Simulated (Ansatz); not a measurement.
# SiHBrF2 (SMILES F[SiH](F)Br): CCSD/6-31G(d) (spherical functions)

Aim: the vertical electron affinity of SiHBrF2 at CCSD/6-31G* (spherical functions), from 2 runs. 

The calculation is run with Ansatz 0.2.0.

4 further runs of the same task are left out: 1 that didn't finish, 3 set aside as unsound or not needed.

## 1. The system as given

SiHBrF2: 5 atoms, total charge 0, spin state singlet. SMILES: `F[SiH](F)Br`. The shape is that of a PBE0-D4/def2-TZVP optimisation.

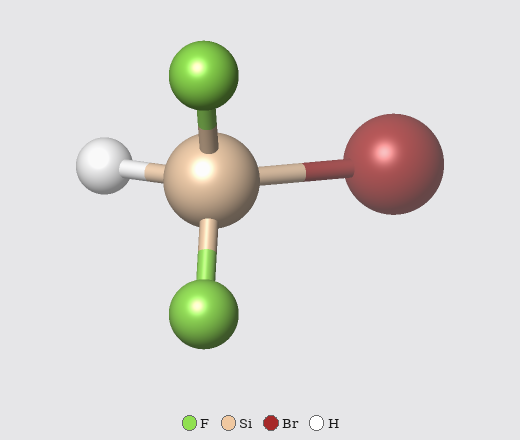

The structure, seen from a chosen angle (fluorine green, silicon light orange, bromine red, hydrogen white).

## 2. The energy at CCSD/6-31G(d) (spherical functions)

in.yaml reads:

```yaml
crystal:
  periodic: [false, false, false]
  atoms:
    - {symbol: F, position_ang: [-0.224900, -0.396300, 1.531900]}
    - {symbol: Si, position_ang: [0.124200, 0.002500, 0.045800]}
    - {symbol: F, position_ang: [0.210200, 1.576700, -0.017200]}
    - {symbol: Br, position_ang: [-1.476800, -0.678900, -1.271900]}
    - {symbol: H, position_ang: [1.417200, -0.577700, -0.330000]}
basis:
  gaussian: {orbitals: 6-31G_st_-spherical.json}
magnetization: {spin_polarized: false, initial_magnetization: 0}
hamiltonian: {pseudopotentials: {relativity: none}}
correlation: {method: ccsd, frozen_orbitals: {Br: 9, F: 1, H: 0, Si: 5}}
output: {orbitals: {seedname: orbitals}}
```

The basis set 6-31G* is read from a file made from the Basis Set Exchange's data (not shown).

Command:

```sh
$ ansatz run in.yaml --threads 1 --pin off --max-ram 2610MiB --events-out events.jsonl --progress --plain --runs-dir runs
```

Output:

```text
Warning: RAYON_NUM_THREADS=1 ignored (pool sized by the plan → 1); use --threads N
Functional definition: HF
  name "HF"
  exchange = exact_x
  correlation = 0
768 factors; integrals over basis functions are off by at most 9.1e-4 eV
mean field evaluation 1: about -83282.4829 eV, gradient 3.3e1 eV
mean field evaluation 2: about -83282.5318 eV, gradient 3.3e1 eV
mean field evaluation 4: about -83284.6579 eV, gradient 1.8e0 eV
mean field evaluation 8: about -83284.6729 eV, gradient 1.2e-1 eV
mean field evaluation 16: about -83284.5962 eV, gradient 4.3e-1 eV
mean field -83284.67302814 eV, -3060.6552814052 hartree, gradient 5.1e-6 eV, S^2 0.000000; 0 other end points of the search recorded, 0 dependent functions left out
16 core orbitals not correlated: weight in the atoms' cores, before any rotation towards them, 1.000 or more for the frozen orbitals, at most 0.000 for the correlated occupied ones
reference -83284.67302814 eV, -3060.6552814052 hartree; 18, 18 occupied and 46, 46 virtual orbitals, 768 factors
second order -18.26828554 eV of doubles, -0.00000000 eV of singles
cycle   1  -18.05218297 eV  change    2.2e-1 eV  update   9.0e-2
cycle   2  -18.40538213 eV  change   -3.5e-1 eV  update   2.4e-2
cycle   3  -18.48236744 eV  change   -7.7e-2 eV  update   1.2e-2
cycle   4  -18.47540320 eV  change    7.0e-3 eV  update   2.2e-3
cycle   5  -18.47437387 eV  change    1.0e-3 eV  update   8.9e-4
cycle   6  -18.47463381 eV  change   -2.6e-4 eV  update   2.4e-4
cycle   7  -18.47446947 eV  change    1.6e-4 eV  update   6.9e-5
cycle   8  -18.47443746 eV  change    3.2e-5 eV  update   1.7e-5
Total energy: -83303.14746560 eV, -3061.3342044595 hartree
```

It took 2.1 s on 1 thread of Intel Xeon 6975P-C (Granite Rapids), shared host; peak memory 0.23 GiB.

## 3. The doublet anion

in.yaml: that of step 2 with these lines changed.

```diff
@@ -1 +1,3 @@
+basis:
+  gaussian: {orbitals: 6-31G_st_-spherical.json}
 crystal:
@@ -8,5 +10,4 @@
     - {symbol: H, position_ang: [1.417200, -0.577700, -0.330000]}
-basis:
-  gaussian: {orbitals: 6-31G_st_-spherical.json}
-magnetization: {spin_polarized: false, initial_magnetization: 0}
+total_charge: -1
+magnetization: {spin_polarized: true, initial_magnetization: 1}
 hamiltonian: {pseudopotentials: {relativity: none}}
```

The basis set 6-31G* is read from a file made from the Basis Set Exchange's data (not shown).

Command:

```sh
$ ansatz run in.yaml --threads 1 --pin off --max-ram 2610MiB --events-out events.jsonl --progress --plain --runs-dir runs
```

Output, cut to the lines that bear on the results:

```text
Warning: RAYON_NUM_THREADS=1 ignored (pool sized by the plan → 1); use --threads N
[... 2 set-up lines as earlier in the session ...]
[...]
768 factors; integrals over basis functions are off by at most 9.1e-4 eV
[...]
mean field -83280.98777154 eV, -3060.5198507230 hartree, gradient 1.5e-6 eV, S^2 0.756813; 12 other end points of the search recorded, 0 dependent functions left out
determinant -83280.98777154 eV, -3060.5198507230 hartree, with singles and doubles -83299.81888507 eV, -3061.2118813811 hartree
determinant -83280.76701835 eV, -3060.5117381930 hartree, with singles and doubles -83299.54870561 eV, -3061.2019524693 hartree
determinant -83280.29216698 eV, -3060.4942877270 hartree, with singles and doubles -83299.17458102 eV, -3061.1882036441 hartree
determinant -83278.03558392 eV, -3060.4113598293 hartree, with singles and doubles -83296.79458611 eV, -3061.1007404445 hartree
determinant -83280.98777154 eV, -3060.5198507230 hartree, with singles and doubles -83299.82050744 eV, -3061.2119410021 hartree
determinant -83280.76701835 eV, -3060.5117381930 hartree, with singles and doubles -83299.54893005 eV, -3061.2019607172 hartree
16 core orbitals not correlated: weight in the atoms' cores, before any rotation towards them, 1.000 or more for the frozen orbitals, at most 0.000 for the correlated occupied ones
reference -83280.98777154 eV, -3060.5198507230 hartree; 19, 18 occupied and 45, 46 virtual orbitals, 768 factors
second order -18.60005480 eV of doubles, -0.00000000 eV of singles
cycle   1  -18.83273446 eV  change    1.4e-6 eV  update   2.1e-6
Total energy: -83299.82050599 eV, -3061.2119409490 hartree
```

It took 39 s on 1 thread of Intel Xeon 6975P-C (Granite Rapids), shared host; peak memory 0.49 GiB.

## 4. What came out

At CCSD/6-31G* (spherical functions), 16 core orbitals frozen:

```
                                                                 quantity           value
                                            singlet SiHBrF2: total energy  -3061.33420 Eh
                     singlet SiHBrF2: HOMO energy (Hartree–Fock orbitals)       -12.20 eV
                     singlet SiHBrF2: LUMO energy (Hartree–Fock orbitals)         4.18 eV
                   singlet SiHBrF2: HOMO–LUMO gap (Hartree–Fock orbitals)        16.38 eV
            singlet SiHBrF2: correlation energy (16 core orbitals frozen)      -678.9 mEh
                                           singlet SiHBrF2: T1 diagnostic           0.010
                                              doublet anion: total energy  -3061.21194 Eh
doublet anion: HOMO energy (Hartree–Fock orbitals) (highest over α and β)         3.09 eV
 doublet anion: LUMO energy (Hartree–Fock orbitals) (lowest over α and β)         9.62 eV
              doublet anion: correlation energy (16 core orbitals frozen)      -692.1 mEh
                         doublet anion: ⟨S²⟩ of the reference determinant           0.757
                                             doublet anion: T1 diagnostic           0.013
                        vertical electron affinity (to the doublet anion)       -3.327 eV
```

The anion lies 3.33 eV (321 kJ/mol) above the neutral: the electron isn't bound at this level, and such a value depends on the basis. Without diffuse functions anions come out too high. The HOMO (doublet anion) lies at positive energy, 3.09 eV: the electron is unbound at this level or held by a compact basis; values depend on the basis.
